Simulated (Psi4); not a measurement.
**AlHSClF (SMILES [F][Al]([SH])[Cl]): HF/STO-3G**

Aim: the vertical singlet–triplet gap of AlHSClF at HF/STO-3G, from 2 runs. 

The calculation is run with Psi4 1.11.

## (1) The system as given

AlHSClF: 5 atoms, total charge 0, spin state singlet. As SMILES, `[F][Al]([SH])[Cl]`. Geometry: relaxed at PBE0-D4/def2-TZVP. This is one conformer, not always the lowest.

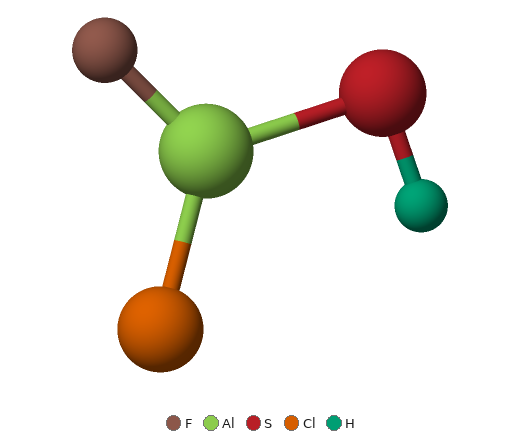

The structure, seen from a chosen angle (fluorine brown, aluminium green, sulfur red, chlorine orange, hydrogen teal).

## (2) The energy at HF/STO-3G

Contents of job.json:

```json
{
 "schema_name": "qcschema_input",
 "schema_version": 1,
 "molecule": {
  "schema_name": "qcschema_molecule",
  "schema_version": 2,
  "symbols": ["F", "Al", "S", "Cl", "H"],
  "geometry": [-2.03107764, -2.89562734, 2.11649326, -0.821086, -0.69674202, 0.30726947, 3.03905755, 0.43104653, 0.9514771, -3.03773475, 0.89988758, -2.50955629, 2.94476022, 2.12235141, -0.94410717],
  "molecular_charge": 0,
  "molecular_multiplicity": 1,
  "fix_symmetry": "c1",
  "fix_com": true,
  "fix_orientation": true
 },
 "driver": "energy",
 "model": {
  "method": "hf",
  "basis": "STO-3G"
 },
 "keywords": {
  "puream": true,
  "e_convergence": 1e-09,
  "d_convergence": 1e-08,
  "scf_type": "pk",
  "scf_properties": ["WIBERG_LOWDIN_INDICES", "LOWDIN_CHARGES", "MAYER_INDICES"]
 }
}
```

On the command line:

```bash
$ psi4 --qcschema job.json -n 1 --memory 1600MB
```

stdout:

```text
[...]
                   'protocols': {'error_correction': {'default_policy': True, 'policies': None},
                                 'native_files': 'none',
[...]
  Running in c1 symmetry.
[...]
  Nuclear repulsion =  245.379343848704963
[...]
  Multiplicity = 1
[...]
  Nalpha       = 28
  Nbeta        = 28
[...]
    Number of basis functions: 33
[...]
   @RHF iter   1: -1185.42215205528828   -1.96731e+00   1.14567e-02 ADIIS/DIIS
[...]
   @RHF iter  10: -1185.56757377483154   -4.77485e-12   5.80903e-09 DIIS
[...]
    Orbital Energies [Eh]
    ---------------------
    Doubly Occupied:
       1A   -103.603250     2A    -90.704334     3A    -57.903741
       4A    -25.819249     5A    -10.300525     6A     -8.617724
       7A     -7.743616     8A     -7.739445     9A     -7.739198
      10A     -6.249439    11A     -6.247741    12A     -6.244813
      13A     -4.830639    14A     -3.059766    15A     -3.059217
      16A     -3.058304    17A     -1.419676    18A     -0.983003
      19A     -0.883430    20A     -0.525937    21A     -0.473401
      22A     -0.443747    23A     -0.434363    24A     -0.427604
      25A     -0.384143    26A     -0.382642    27A     -0.325242
      28A     -0.284694
[...]
  @RHF Final Energy: -1185.56757377483154
   => Energetics <=
    Nuclear Repulsion Energy =            245.3793438487049627
    One-Electron Energy =               -2142.1160678416558767
    Two-Electron Energy =                 711.1691502181193982
    Total Energy =                      -1185.5675737748315441
[...]
 Multipole Moments:
 ------------------------------------------------------------------------------------
     Multipole            Electronic (a.u.)      Nuclear  (a.u.)        Total (a.u.)
 ------------------------------------------------------------------------------------
 L = 1.  Multiply by 2.5417464519 to convert [e a0] to [Debye]
 Dipole X            :         29.4505754          -29.0256265            0.4249489
 Dipole Y            :         10.6790348          -10.8011076           -0.1220728
 Dipole Z            :          5.6791686           -5.3399880            0.3391806
 Magnitude           :                                                    0.5572493
[...]
```

The result, in JSON:

```text
{
 "driver": "energy",
 "model": {
  "method": "hf",
  "basis": "STO-3G"
 },
 "success": true,
 "return_result": -1185.5675737748315,
 "properties": {
  "calcinfo_nbasis": 33,
  "calcinfo_nmo": 33,
  "calcinfo_nalpha": 28,
  "calcinfo_nbeta": 28,
  "calcinfo_natom": 5,
  "nuclear_repulsion_energy": 245.37934384870496,
  "return_energy": -1185.5675737748315,
  "scf_one_electron_energy": -2142.116067841656,
  "scf_two_electron_energy": 711.1691502181194,
  "scf_dipole_moment": [0.42494887700351924, -0.12207275177960852, 0.33918055908080547],
  "scf_total_energy": -1185.5675737748315,
  "scf_iterations": 10
 }
}
```

Wall time 2.1 s (1 thread of Intel Xeon Platinum 8259CL at 2.50GHz (Skylake/Cascade Lake), shared host); peak memory 0.18 GiB.

## (3) The triplet: energy and forces at UHF/STO-3G

Contents of input.json:

```json
{
  "schema_name": "qcschema_input",
  "schema_version": 1,
  "molecule": {
    "schema_name": "qcschema_molecule",
    "schema_version": 2,
    "symbols": ["F", "Al", "S", "Cl", "H"],
    "geometry": [-2.03107764, -2.89562734, 2.11649326, -0.821086, -0.69674202, 0.30726947, 3.03905755, 0.43104653, 0.9514771, -3.03773475, 0.89988758, -2.50955629, 2.94476022, 2.12235141, -0.94410717],
    "molecular_charge": 0,
    "molecular_multiplicity": 3,
    "fix_symmetry": "c1",
    "fix_com": true,
    "fix_orientation": true
  },
  "driver": "gradient",
  "model": {
    "method": "scf",
    "basis": "STO-3G"
  },
  "keywords": {
    "reference": "uhf",
    "puream": true,
    "e_convergence": 1e-09,
    "d_convergence": 1e-08,
    "scf_type": "pk",
    "maxiter": 200,
    "scf_properties": ["QUADRUPOLE", "LOWDIN_CHARGES", "DIPOLE"]
  }
}
```

On the command line:

```bash
$ psi4 --qcschema input.json -n 1 --memory 1600MB
```

stdout (excerpt; [...] marks lines left out):

```text
[...]
                   'protocols': {'error_correction': {'default_policy': True, 'policies': None},
                                 'native_files': 'none',
[...]
  Running in c1 symmetry.
[...]
  Nuclear repulsion =  245.379343848704963
[...]
  Multiplicity = 3
[...]
  Nalpha       = 29
  Nbeta        = 27
[...]
    Number of basis functions: 33
[...]
   @UHF iter   1: -1185.21865720426581   -1.76381e+00   8.36392e-03 DIIS/ADIIS
[...]
   @UHF iter  19: -1185.32292381026537   -1.36424e-12   7.77249e-09 DIIS
[...]
   @S^2 Observed:                2.010968621E+00
[...]
  @UHF Final Energy: -1185.32292381026537
   => Energetics <=
    Nuclear Repulsion Energy =            245.3793438487049627
    One-Electron Energy =               -2143.5012499751146606
    Two-Electron Energy =                 712.7989823161442473
    Total Energy =                      -1185.3229238102653653
  UHF NO Occupations:
  HONO-2 :   27  A 1.9973183
  HONO-1 :   28  A 1.0000000
[...]
 Multipole Moments:
 ------------------------------------------------------------------------------------
     Multipole            Electronic (a.u.)      Nuclear  (a.u.)        Total (a.u.)
 ------------------------------------------------------------------------------------
 L = 1.  Multiply by 2.5417464519 to convert [e a0] to [Debye]
 Dipole X            :         31.4904246          -29.0256265            2.4647981
 Dipole Y            :         11.0882813          -10.8011076            0.2871737
 Dipole Z            :          6.2198005           -5.3399880            0.8798125
 Magnitude           :                                                    2.6328252
 L = 2.  Multiply by 1.3450342976 to convert [e a0^2] to [Debye ang]
 Quadrupole XX       :       -390.2014638          359.2105527          -30.9909111
 Quadrupole XY       :        -40.4596199           41.1061853            0.6465654
[...]
  -Total Gradient:
     Atom            X                  Y                   Z
    ------   -----------------  -----------------  -----------------
       1        0.001136263865    -0.002730608625     0.003689920249
       2        0.110067770432     0.062984432599    -0.015678245558
       3       -0.157966957042    -0.042685500792    -0.029987846363
       4        0.046226994006    -0.020441980909     0.044871826608
       5        0.000535928762     0.002873657730    -0.002895654931
[...]
```

The result, in JSON:

```text
{
 "driver": "gradient",
 "model": {
  "method": "scf",
  "basis": "STO-3G"
 },
 "success": true,
 "return_result": [0.0011362638647328532, -0.002730608625331976, 0.0036899202489414085, 0.11006777043174965, 0.06298443259944528, -0.01567824555838372, -0.15796695704186084, -0.0426855007920145, -0.029987846363063564, 0.04622699400560289, -0.020441980908720122, 0.044871826608269216, 0.0005359287624569706, 0.00287365772979864, -0.0028956549306073387],
 "properties": {
  "calcinfo_nbasis": 33,
  "calcinfo_nmo": 33,
  "calcinfo_nalpha": 29,
  "calcinfo_nbeta": 27,
  "calcinfo_natom": 5,
  "nuclear_repulsion_energy": 245.37934384870496,
  "return_energy": -1185.3229238102654,
  "return_gradient": [0.0011362638647328532, -0.002730608625331976, 0.0036899202489414085, 0.11006777043174965, 0.06298443259944528, -0.01567824555838372, -0.15796695704186084, -0.0426855007920145, -0.029987846363063564, 0.04622699400560289, -0.020441980908720122, 0.044871826608269216, 0.0005359287624569706, 0.00287365772979864, -0.0028956549306073387],
  "scf_one_electron_energy": -2143.5012499751147,
  "scf_two_electron_energy": 712.7989823161442,
  "scf_dipole_moment": [2.4647981234664336, 0.2871737462551849, 0.8798124827559093],
  "scf_total_energy": -1185.3229238102654,
  "scf_total_gradient": [0.0011362638647328532, -0.002730608625331976, 0.0036899202489414085, 0.11006777043174965, 0.06298443259944528, -0.01567824555838372, -0.15796695704186084, -0.0426855007920145, -0.029987846363063564, 0.04622699400560289, -0.020441980908720122, 0.044871826608269216, 0.0005359287624569706, 0.00287365772979864, -0.0028956549306073387],
  "scf_iterations": 19
 }
}
```

Run time: 2.6 s. Hardware: 1 thread of Intel Xeon Platinum 8259CL at 2.50GHz (Skylake/Cascade Lake), shared host; peak memory 0.18 GiB.

## (4) What came out

At HF/STO-3G:

```
                                        quantity           value
                           singlet: total energy  -1185.56757 Eh
                          singlet: dipole moment          1.42 D
                            singlet: HOMO energy        -7.75 eV
                            singlet: LUMO energy         8.14 eV
                          singlet: HOMO–LUMO gap        15.89 eV
                           triplet: total energy  -1185.32292 Eh
                          triplet: dipole moment          6.69 D
     triplet: HOMO energy (highest over α and β)        -0.18 eV
      triplet: LUMO energy (lowest over α and β)         2.30 eV
                                   triplet: ⟨S²⟩           2.011
               triplet: largest force on an atom      8.554 eV/Å
vertical energy of the triplet above the singlet        6.657 eV
```

At this shape the triplet lies 6.66 eV (642 kJ/mol) above the singlet. In a minimal basis such a difference can be off by several eV, whatever the method.
